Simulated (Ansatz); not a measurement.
**Si (diamond structure), cut as [112] wire, round, centred on bond, 0.88 nm across, F-ended**

The numbers are results of PBE (plane waves to 420 eV, PAW; Ansatz, a first-principles code), not measurements.

k-points: Γ-centred 1×1×4 mesh; occupations: Fermi-Dirac, 0.020 eV; spin polarisation not allowed. Scalar-relativistic, no spin-orbit coupling.

 The relaxation kept the symmetry of its start, so a lower minimum of less symmetry isn't excluded. The period along the axis is held at the bulk value.

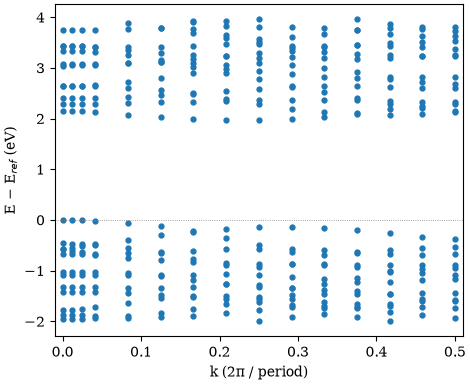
Fig. 1. Levels along the axis at 15 k-points, drawn as points, zero at the top of the valence band

Electronic character: not metallic; Kohn-Sham band gap: 1.96 eV. Only levels within the plotted window are shown.
